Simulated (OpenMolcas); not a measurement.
Energy and gradient calculation of C₂F₄ (charge −1) (part 2 of 4)

C₂F₄, charge −1, multiplicity 2; BLYP/6-31G, UKS (OpenMolcas 26.06). The geometry is that of the parent species in another charge or spin state. The geometry comes from this level: PBE0-D4/def2-TZVP.

Geometry of the input (Å):
```
F  1.1692  -1.1345  -0.7080
C  0.2025  -0.6402  0.0257
F  -0.3375  -1.5206  0.8323
C  -0.1884  0.6188  -0.0411
F  0.3515  1.4993  -0.8476
F  -1.1552  1.1131  0.6926
```

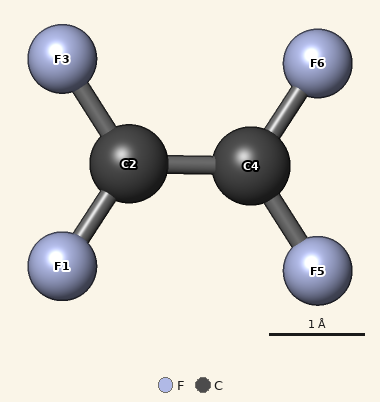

**Figure 1.** The structure (ball-and-stick view, seen at a tilt; atoms are numbered from 1 in the order of the input).

### Output, continued
```
        1 F1     1s        -0.5532    0.4557   -0.6334    0.2820    0.0051   -0.0130   -0.0084   -0.0882    0.0392   -0.1173
        2 F1     1s        -0.0151    0.0108   -0.0141    0.0056   -0.0121    0.0282    0.0213    0.1914   -0.0982    0.2535
        3 F1     1s         0.0141   -0.0088    0.0142   -0.0070   -0.0183    0.0376   -0.0072    0.2581   -0.0644    0.2971
        4 F1     2px        0.0011   -0.0008    0.0010   -0.0009   -0.0022   -0.0001    0.0912   -0.0636   -0.0774    0.0102
        5 F1     2px       -0.0018    0.0010   -0.0017    0.0004    0.0005   -0.0016    0.0696   -0.0512   -0.0648    0.0106
        6 F1     2py       -0.0007    0.0010   -0.0007    0.0011   -0.0145    0.0280    0.2818   -0.1879    0.2887   -0.0423
        7 F1     2py        0.0015   -0.0008   -0.0002    0.0011   -0.0095    0.0166    0.1855   -0.1205    0.2057   -0.0313
        8 F1     2pz       -0.0008    0.0004   -0.0007    0.0004    0.0071   -0.0096   -0.1819    0.1238   -0.0269    0.0049
        9 F1     2pz        0.0011   -0.0007    0.0017   -0.0008    0.0028   -0.0042   -0.1287    0.0892   -0.0101    0.0008
       10 C2     1s         0.0000    0.0001   -0.0006    0.0020    0.7111   -0.6999   -0.0000    0.0000    0.0216   -0.0000
       11 C2     1s        -0.0000   -0.0001   -0.0002   -0.0003    0.0074   -0.0198   -0.0000   -0.0000   -0.0324   -0.0000
       12 C2     1s         0.0001    0.0011   -0.0015    0.0050   -0.0095    0.0627   -0.0000   -0.0001   -0.1251   -0.0000
       13 C2     2px       -0.0005    0.0001    0.0000    0.0001    0.0059    0.0002    0.0068    0.0144    0.0358    0.0285
       14 C2     2px       -0.0090    0.0018   -0.0017    0.0002    0.0033   -0.0130    0.0445   -0.0578   -0.0233   -0.0241
       15 C2     2py       -0.0001   -0.0001    0.0000   -0.0003   -0.0189   -0.0006    0.0017    0.0036   -0.1153    0.0073
       16 C2     2py       -0.0018    0.0011    0.0065   -0.0019   -0.0105    0.0420    0.0114   -0.0148    0.0750   -0.0062
       17 C2     2pz        0.0005   -0.0001   -0.0000   -0.0000    0.0010    0.0000   -0.0069   -0.0147    0.0061   -0.0292
       18 C2     2pz        0.0091   -0.0020   -0.0006    0.0004    0.0006   -0.0022   -0.0455    0.0591   -0.0040    0.0247
       19 F3     1s         0.4861   -0.4684   -0.5443    0.4929    0.0045   -0.0132    0.0083    0.0876    0.0381    0.1169
       20 F3     1s         0.0133   -0.0112   -0.0123    0.0097   -0.0122    0.0282   -0.0213   -0.1916   -0.0980   -0.2535
       21 F3     1s        -0.0128    0.0092    0.0129   -0.0119   -0.0183    0.0376    0.0073   -0.2582   -0.0641   -0.2970
       22 F3     2px        0.0004   -0.0002   -0.0006   -0.0002    0.0103   -0.0161    0.2398   -0.1624   -0.1000   -0.0156
       23 F3     2px       -0.0005    0.0005    0.0015   -0.0014    0.0050   -0.0082    0.1660   -0.1130   -0.0629   -0.0090
       24 F3     2py        0.0010   -0.0010   -0.0008    0.0022   -0.0113    0.0240   -0.1970    0.1303    0.2828    0.0410
       25 F3     2py       -0.0020    0.0014    0.0005    0.0003   -0.0083    0.0149   -0.1251    0.0786    0.2061    0.0318
       26 F3     2pz       -0.0008    0.0005    0.0009   -0.0005   -0.0057    0.0068   -0.1566    0.1071   -0.0036    0.0005
       27 F3     2pz        0.0011   -0.0009   -0.0015    0.0012   -0.0018    0.0025   -0.1123    0.0787   -0.0119   -0.0025
       28 C4     1s        -0.0000    0.0001    0.0003    0.0026    0.7074    0.7037    0.0000    0.0000    0.0216    0.0000
       29 C4     1s         0.0000    0.0000    0.0003   -0.0002    0.0073    0.0199   -0.0000   -0.0000   -0.0324   -0.0000
       30 C4     1s         0.0000    0.0011   -0.0009    0.0051   -0.0091   -0.0627    0.0000   -0.0001   -0.1250   -0.0001
       31 C4     2px        0.0005    0.0001    0.0000   -0.0000   -0.0059    0.0001   -0.0068    0.0143   -0.0358   -0.0285
       32 C4     2px        0.0085    0.0018   -0.0027   -0.0022   -0.0032   -0.0131   -0.0445   -0.0578    0.0233    0.0241
       33 C4     2py        0.0001    0.0002   -0.0002    0.0002    0.0189   -0.0005   -0.0017    0.0037    0.1153   -0.0072
       34 C4     2py        0.0027    0.0026    0.0047    0.0037    0.0102    0.0420   -0.0114   -0.0149   -0.0750    0.0062
       35 C4     2pz       -0.0005   -0.0001    0.0000   -0.0000   -0.0010    0.0000    0.0069   -0.0147   -0.0061    0.0291
       36 C4     2pz       -0.0089   -0.0026    0.0009    0.0007   -0.0005   -0.0022    0.0455    0.0591    0.0039   -0.0247
       37 F5     1s         0.5143    0.6995    0.2428    0.4260    0.0047    0.0130    0.0084   -0.0889    0.0390    0.1172
       38 F5     1s         0.0141    0.0167    0.0056    0.0087   -0.0120   -0.0282   -0.0213    0.1914   -0.0982   -0.2533
       39 F5     1s        -0.0135   -0.0142   -0.0055   -0.0102   -0.0181   -0.0377    0.0073    0.2581   -0.0644   -0.2969
       40 F5     2px       -0.0005   -0.0004   -0.0005   -0.0002   -0.0102   -0.0161   -0.2399   -0.1622    0.1003    0.0155
       41 F5     2px        0.0006    0.0010    0.0008    0.0014   -0.0050   -0.0082   -0.1661   -0.1129    0.0631    0.0089
       42 F5     2py       -0.0010   -0.0015    0.0001   -0.0015    0.0112    0.0240    0.1970    0.1300   -0.2829   -0.0409
       43 F5     2py        0.0020    0.0016    0.0002   -0.0006    0.0082    0.0150    0.1251    0.0784   -0.2061   -0.0318
       44 F5     2pz        0.0008    0.0008    0.0004    0.0007    0.0057    0.0068    0.1566    0.1070    0.0035   -0.0005
       45 F5     2pz       -0.0013   -0.0014   -0.0008   -0.0011    0.0018    0.0025    0.1123    0.0787    0.0118    0.0025
       46 F6     1s        -0.4311   -0.2786    0.4889    0.7023    0.0039    0.0127   -0.0082    0.0864    0.0376   -0.1164
       47 F6     1s        -0.0119   -0.0067    0.0110    0.0141   -0.0120   -0.0283    0.0213   -0.1917   -0.0980    0.2536
       48 F6     1s         0.0118    0.0053   -0.0116   -0.0174   -0.0181   -0.0377   -0.0073   -0.2582   -0.0641    0.2971
       49 F6     2px       -0.0009   -0.0004    0.0007    0.0014    0.0023   -0.0001   -0.0913   -0.0635    0.0774   -0.0103
       50 F6     2px        0.0014    0.0006   -0.0015   -0.0016   -0.0005   -0.0016   -0.0697   -0.0512    0.0648   -0.0106
       51 F6     2py        0.0006    0.0007   -0.0003   -0.0021    0.0144    0.0281   -0.2820   -0.1882   -0.2885    0.0422
       52 F6     2py       -0.0014   -0.0010    0.0003   -0.0009    0.0094    0.0167   -0.1856   -0.1207   -0.2056    0.0313
       53 F6     2pz        0.0006    0.0001   -0.0006   -0.0006   -0.0070   -0.0096    0.1819    0.1238    0.0267   -0.0049
       54 F6     2pz       -0.0009   -0.0002    0.0013    0.0018   -0.0027   -0.0042    0.1287    0.0892    0.0099   -0.0008

          Orbital           11        12        13        14        15        16        17        18        19        20
          Energy           -0.7073   -0.4586   -0.9335   -0.2450   -0.4455   -0.1424   -0.1023   -0.1062   -0.2619   -0.2866
          Occ. No.          2.0000    2.0000    2.0000    2.0000    2.0000    2.0000    2.0000    2.0000    2.0000    2.0000

        1 F1     1s        -0.0971    0.0754    0.1103   -0.0190   -0.0387   -0.0001    0.0000   -0.0000    0.0070   -0.0056
        2 F1     1s         0.2178   -0.1671   -0.2474    0.0392    0.0790    0.0001   -0.0001    0.0001   -0.0084    0.0118
        3 F1     1s         0.2600   -0.1557   -0.2763    0.0903    0.1204    0.0001   -0.0001    0.0001   -0.0333    0.0549
        4 F1     2px       -0.0637   -0.0751   -0.0085    0.0331    0.0937    0.2186   -0.2232    0.2217    0.2184    0.2030
        5 F1     2px       -0.0395   -0.0646   -0.0112    0.0119    0.0538    0.1544   -0.1600    0.1617    0.1434    0.1227
        6 F1     2py        0.0973   -0.1828    0.0397    0.2899    0.0848    0.0804   -0.0820    0.0815   -0.1548   -0.1316
        7 F1     2py        0.0677   -0.1178    0.0249    0.1819    0.0596    0.0568   -0.0588    0.0594   -0.1051   -0.0833
        8 F1     2pz        0.0260    0.1329   -0.0055   -0.1306   -0.1168    0.2339   -0.2389    0.2373   -0.1508   -0.1451
        9 F1     2pz        0.0136    0.1008    0.0021   -0.0737   -0.0708    0.1652   -0.1713    0.1731   -0.0978   -0.0864
       10 C2     1s         0.0357    0.0000   -0.0449    0.0641   -0.0164   -0.0000    0.0000    0.0000    0.0000    0.0000
       11 C2     1s        -0.0391    0.0000   -0.0465   -0.0005    0.1382    0.0001   -0.0000    0.0000   -0.0000   -0.0000
       12 C2     1s        -0.1232    0.0000    0.1145    0.3491    0.0771    0.0000    0.0000    0.0001   -0.0000    0.0000
       13 C2     2px        0.0696   -0.0331   -0.0118   -0.0205   -0.0876    0.0232   -0.0000    0.0000   -0.1639   -0.1853
       14 C2     2px       -0.0047   -0.0407   -0.0173   -0.0935   -0.0229    0.0012    0.0000   -0.0000    0.0860   -0.0100
       15 C2     2py       -0.2241   -0.0084    0.0381    0.0660    0.2823    0.0085    0.0000    0.0000   -0.0420   -0.0475
       16 C2     2py        0.0149   -0.0104    0.0558    0.3012    0.0739    0.0005   -0.0000    0.0001    0.0220   -0.0026
       17 C2     2pz        0.0119    0.0338   -0.0020   -0.0035   -0.0150    0.0247    0.0000   -0.0000    0.1676    0.1891
       18 C2     2pz       -0.0008    0.0416   -0.0030   -0.0160   -0.0039    0.0013    0.0000   -0.0000   -0.0878    0.0099
       19 F3     1s        -0.0961   -0.0751    0.1105   -0.0190   -0.0386   -0.0000    0.0000   -0.0000   -0.0070    0.0056
       20 F3     1s         0.2179    0.1670   -0.2474    0.0392    0.0790    0.0000   -0.0000    0.0000    0.0084   -0.0118
       21 F3     1s         0.2600    0.1557   -0.2762    0.0903    0.1203    0.0001   -0.0000    0.0000    0.0333   -0.0549
       22 F3     2px       -0.0018   -0.1692   -0.0154   -0.1950   -0.1287    0.2188    0.2234   -0.2215    0.0971    0.0973
       23 F3     2px       -0.0054   -0.1228   -0.0046   -0.1148   -0.0802    0.1545    0.1602   -0.1616    0.0618    0.0567
       24 F3     2py        0.1132    0.1202    0.0379    0.2315    0.0278    0.0803    0.0820   -0.0812    0.2356    0.2085
       25 F3     2py        0.0765    0.0698    0.0265    0.1495    0.0253    0.0567    0.0588   -0.0593    0.1577    0.1292
       26 F3     2pz       -0.0371    0.1169    0.0015    0.1028    0.1107    0.2342    0.2390   -0.2370   -0.1716   -0.1631
       27 F3     2pz       -0.0212    0.0908   -0.0047    0.0561    0.0662    0.1654    0.1714   -0.1728   -0.1118   -0.0977
       28 C4     1s         0.0357    0.0000    0.0449   -0.0641   -0.0164   -0.0000    0.0000   -0.0000   -0.0000    0.0000
       29 C4     1s        -0.0391    0.0000    0.0465    0.0004    0.1381   -0.0000   -0.0000   -0.0000    0.0000   -0.0000
       30 C4     1s        -0.1232    0.0000   -0.1145   -0.3491    0.0769   -0.0000    0.0000   -0.0001    0.0000   -0.0000
       31 C4     2px       -0.0695   -0.0331   -0.0118   -0.0206    0.0876    0.0231   -0.0000    0.0000    0.1639   -0.1851
       32 C4     2px        0.0046   -0.0407   -0.0173   -0.0935    0.0229    0.0012   -0.0000   -0.0000   -0.0859   -0.0097
       33 C4     2py        0.2241   -0.0085    0.0381    0.0662   -0.2823    0.0084   -0.0000    0.0000    0.0420   -0.0474
       34 C4     2py       -0.0149   -0.0104    0.0558    0.3012   -0.0737    0.0005    0.0000    0.0001   -0.0220   -0.0025
       35 C4     2pz       -0.0119    0.0338   -0.0020   -0.0035    0.0150    0.0248    0.0000    0.0000   -0.1675    0.1895
       36 C4     2pz        0.0008    0.0416   -0.0029   -0.0160    0.0039    0.0013   -0.0000   -0.0000    0.0879    0.0102
       37 F5     1s        -0.0970    0.0757   -0.1108    0.0191   -0.0387    0.0000    0.0000    0.0000   -0.0070   -0.0056
       38 F5     1s         0.2179   -0.1670    0.2475   -0.0392    0.0790   -0.0001   -0.0001   -0.0001    0.0084    0.0118
       39 F5     1s         0.2601   -0.1557    0.2764   -0.0903    0.1203   -0.0001   -0.0001   -0.0001    0.0333    0.0549
       40 F5     2px        0.0018   -0.1692   -0.0154   -0.1952    0.1286    0.2185    0.2235    0.2215   -0.0970    0.0979
       41 F5     2px        0.0054   -0.1228   -0.0046   -0.1150    0.0801    0.1543    0.1603    0.1616   -0.0617    0.0571
       42 F5     2py       -0.1132    0.1202    0.0379    0.2314   -0.0276    0.0803    0.0821    0.0814   -0.2356    0.2088
       43 F5     2py       -0.0765    0.0698    0.0265    0.1494   -0.0252    0.0567    0.0589    0.0594   -0.1576    0.1294
       44 F5     2pz        0.0373    0.1168    0.0015    0.1028   -0.1107    0.2338    0.2392    0.2371    0.1716   -0.1625
       45 F5     2pz        0.0213    0.0908   -0.0047    0.0560   -0.0662    0.1652    0.1715    0.1730    0.1118   -0.0973
       46 F6     1s        -0.0956   -0.0745   -0.1096    0.0190   -0.0385    0.0000    0.0000    0.0000    0.0070    0.0056
       47 F6     1s         0.2178    0.1670    0.2474   -0.0392    0.0789   -0.0000   -0.0000   -0.0000   -0.0084   -0.0118
       48 F6     1s         0.2598    0.1557    0.2762   -0.0903    0.1203   -0.0000   -0.0000   -0.0000   -0.0333   -0.0549
       49 F6     2px        0.0636   -0.0752   -0.0086    0.0332   -0.0938    0.2189   -0.2234   -0.2212   -0.2183    0.2036
       50 F6     2px        0.0394   -0.0646   -0.0113    0.0120   -0.0539    0.1546   -0.1602   -0.1614   -0.1433    0.1231
       51 F6     2py       -0.0974   -0.1827    0.0396    0.2899   -0.0847    0.0804   -0.0820   -0.0812    0.1548   -0.1314
       52 F6     2py       -0.0678   -0.1178    0.0248    0.1820   -0.0595    0.0568   -0.0588   -0.0592    0.1051   -0.0832
       53 F6     2pz       -0.0260    0.1329   -0.0055   -0.1305    0.1166    0.2343   -0.2392   -0.2368    0.1509   -0.1445
       54 F6     2pz       -0.0136    0.1008    0.0021   -0.0736    0.0707    0.1655   -0.1715   -0.1727    0.0978   -0.0861

          Orbital           21        22        23        24        25        26        27        28        29        30
          Energy           -0.1578   -0.4207   -0.3566    0.0488    0.3185    0.7290    0.4331    0.5219    0.9320    0.4214
          Occ. No.          2.0000    1.9999    1.9998    1.9995    1.0000    0.0005    0.0002    0.0001    0.0000    0.0000

        1 F1     1s         0.0000    0.0133    0.0097    0.0000    0.0000    0.0001   -0.0416    0.0415    0.0001    0.0360
        2 F1     1s        -0.0000   -0.0306   -0.0238   -0.0000   -0.0000   -0.0001    0.0262    0.0120   -0.0003   -0.0920
        3 F1     1s        -0.0001   -0.0829   -0.0578   -0.0000   -0.0001   -0.0007    0.4552   -0.5478   -0.0003   -0.2126
        4 F1     2px       -0.2019   -0.1536   -0.1933   -0.0647   -0.1198    0.0295   -0.1603    0.1515   -0.1807    0.1587
        5 F1     2px       -0.1299   -0.0897   -0.1183   -0.0692   -0.1127    0.0666   -0.2671    0.2986    0.1074    0.1540
        6 F1     2py       -0.0739   -0.0144    0.1140   -0.0237   -0.0441    0.0107    0.0620   -0.0191   -0.0668   -0.1489
        7 F1     2py       -0.0476   -0.0252    0.0654   -0.0253   -0.0415    0.0242    0.1505   -0.0025    0.0391   -0.1733
        8 F1     2pz       -0.2156    0.1484    0.1415   -0.0691   -0.1283    0.0312    0.1286   -0.1350   -0.1939   -0.0965
        9 F1     2pz       -0.1387    0.0924    0.0881   -0.0739   -0.1208    0.0707    0.1980   -0.2781    0.1146   -0.0847
       10 C2     1s        -0.0000   -0.1219   -0.0854   -0.0001   -0.0000   -0.0001    0.1631   -0.0847    0.0000   -0.0000
       11 C2     1s         0.0000    0.2959    0.2121    0.0001    0.0000    0.0002   -0.4520    0.5521   -0.0000    0.0001
       12 C2     1s         0.0000    0.1347    0.1964    0.0001    0.0002    0.0019   -1.9905    0.6543   -0.0002    0.0001
       13 C2     2px       -0.0901   -0.0025    0.0444    0.2969    0.3484    0.4753   -0.0375    0.1485   -0.4180    0.4669
       14 C2     2px       -0.0921    0.0001   -0.0267    0.1866    0.3717   -0.4778    0.1361    0.1503    0.6196    0.1087
       15 C2     2py       -0.0331    0.0079   -0.1435    0.1090    0.1279    0.1743    0.1221   -0.4789   -0.1536    0.1197
       16 C2     2py       -0.0338   -0.0003    0.0857    0.0686    0.1364   -0.1752   -0.4395   -0.4842    0.2274    0.0277
       17 C2     2pz       -0.0970   -0.0004    0.0075    0.3177    0.3728    0.5083   -0.0061    0.0253   -0.4489   -0.4759
       18 C2     2pz       -0.0986   -0.0000   -0.0046    0.1998    0.3977   -0.5118    0.0230    0.0257    0.6623   -0.1136
       19 F3     1s        -0.0000    0.0133    0.0097    0.0000    0.0000    0.0000   -0.0416    0.0415   -0.0001   -0.0360
       20 F3     1s         0.0000   -0.0306   -0.0238   -0.0000   -0.0000   -0.0000    0.0262    0.0120    0.0001    0.0920
       21 F3     1s         0.0001   -0.0829   -0.0578   -0.0000   -0.0000   -0.0003    0.4552   -0.5478    0.0005    0.2125
       22 F3     2px       -0.2017    0.1392    0.0993   -0.0646   -0.1199    0.0292    0.1011   -0.1181   -0.1809    0.0497
       23 F3     2px       -0.1298    0.0909    0.0633   -0.0691   -0.1128    0.0662    0.1413   -0.2531    0.1072    0.0315
       24 F3     2py       -0.0743    0.0607    0.1890   -0.0237   -0.0440    0.0107    0.1290   -0.0882   -0.0661    0.2023
       25 F3     2py       -0.0478    0.0211    0.1119   -0.0253   -0.0414    0.0242    0.2551   -0.1439    0.0398    0.2208
       26 F3     2pz       -0.2155   -0.1509   -0.1576   -0.0692   -0.1283    0.0315   -0.1386    0.1407   -0.1938   -0.1151
       27 F3     2pz       -0.1387   -0.0922   -0.0975   -0.0740   -0.1207    0.0711   -0.2195    0.2859    0.1145   -0.1055
       28 C4     1s        -0.0000   -0.1219    0.0854    0.0000   -0.0000    0.0001   -0.1631   -0.0847    0.0000   -0.0000
       29 C4     1s         0.0000    0.2959   -0.2121   -0.0001   -0.0000   -0.0001    0.4520    0.5521   -0.0001    0.0001
       30 C4     1s         0.0000    0.1347   -0.1964   -0.0001    0.0001   -0.0017    1.9905    0.6540    0.0002    0.0000
       31 C4     2px        0.0906    0.0024    0.0444    0.2969   -0.3483    0.4750   -0.0375   -0.1487    0.4194    0.4657
       32 C4     2px        0.0921   -0.0001   -0.0267    0.1866   -0.3716   -0.4783    0.1360   -0.1503   -0.6188    0.1112
       33 C4     2py        0.0332   -0.0079   -0.1435    0.1089   -0.1279    0.1743    0.1221    0.4788    0.1539    0.1193
       34 C4     2py        0.0338    0.0002    0.0857    0.0686   -0.1364   -0.1752   -0.4395    0.4845   -0.2274    0.0287
       35 C4     2pz        0.0964    0.0004    0.0074    0.3177   -0.3729    0.5086   -0.0061   -0.0254    0.4474   -0.4775
       36 C4     2pz        0.0986   -0.0000   -0.0046    0.1998   -0.3978   -0.5113    0.0229   -0.0256   -0.6631   -0.1112
       37 F5     1s         0.0000    0.0133   -0.0097   -0.0000    0.0000   -0.0000    0.0416    0.0415    0.0001    0.0360
       38 F5     1s        -0.0000   -0.0306    0.0238    0.0000   -0.0000    0.0000   -0.0262    0.0120   -0.0003   -0.0920
       39 F5     1s        -0.0001   -0.0829    0.0578    0.0000   -0.0001    0.0005   -0.4551   -0.5479   -0.0004   -0.2128
       40 F5     2px        0.2015   -0.1392    0.0992   -0.0646    0.1199    0.0292    0.1010    0.1181    0.1810    0.0490
       41 F5     2px        0.1297   -0.0909    0.0632   -0.0691    0.1128    0.0662    0.1413    0.2531   -0.1071    0.0319
       42 F5     2py        0.0738   -0.0607    0.1890   -0.0236    0.0441    0.0106    0.1290    0.0883    0.0669    0.2021
       43 F5     2py        0.0475   -0.0211    0.1119   -0.0253    0.0415    0.0241    0.2552    0.1439   -0.0390    0.2210
       44 F5     2pz        0.2160    0.1509   -0.1576   -0.0692    0.1283    0.0315   -0.1386   -0.1407    0.1935   -0.1158
       45 F5     2pz        0.1390    0.0922   -0.0975   -0.0740    0.1207    0.0712   -0.2194   -0.2859   -0.1149   -0.1053
       46 F6     1s        -0.0000    0.0133   -0.0097   -0.0000   -0.0000   -0.0000    0.0416    0.0415   -0.0001   -0.0360
       47 F6     1s         0.0000   -0.0306    0.0238    0.0000    0.0000    0.0000   -0.0262    0.0120    0.0002    0.0920
       48 F6     1s         0.0001   -0.0829    0.0578    0.0000    0.0000    0.0001   -0.4552   -0.5478    0.0005    0.2127
       49 F6     2px        0.2013    0.1536   -0.1933   -0.0647    0.1199    0.0294   -0.1603   -0.1515    0.1812    0.1581
       50 F6     2px        0.1295    0.0897   -0.1183   -0.0692    0.1128    0.0664   -0.2671   -0.2986   -0.1068    0.1542
       51 F6     2py        0.0742    0.0143    0.1140   -0.0237    0.0440    0.0108    0.0620    0.0192    0.0661   -0.1491
       52 F6     2py        0.0478    0.0251    0.0654   -0.0254    0.0414    0.0243    0.1505    0.0025   -0.0396   -0.1732
       53 F6     2pz        0.2160   -0.1485    0.1415   -0.0691    0.1283    0.0313    0.1285    0.1349    0.1935   -0.0972
```
